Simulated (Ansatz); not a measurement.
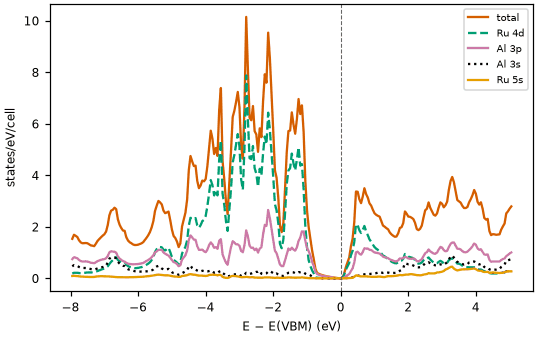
*Total and projected density of states of Al2Ru in space group Fddd (No. 70; Al on 16f, Ru on 8b), DFT-LDA in the program Ansatz with PAW potentials*

Which orbitals carry the states next to the gap?

Top 1 eV of the valence band: Al 3p 57 %, Ru 4d 32 %, Al 3s 6 %. Bottom 1 eV of the conduction band: Ru 4d 58 %, Al 3p 33 %. Projections are on Löwdin-orthogonalised atomic valence shells; empty p or d shells of many metals are not among them.

Where is the tallest occupied peak in this window, and what makes it?

Near -2.8 eV, about 10 states/eV per cell; the largest projected share is Ru 4d.

The first step of the workflow began from a Materials Project structure, measured or hypothetical; the Crystallography Open Database copy checked does not list it. With Al and Ru taken as one species the cell has the higher symmetry Fddd, so it may be an ordered model of a mixed-site phase. Its standing as an ambient phase is unchecked. The cell was relaxed with LDA under the symmetry of its start; phonons on a q-mesh show no instability. The run is not spin-polarised. Spin–orbit coupling is left out wherever it is not named.

Potentials: the later of the program's two PAW sets.
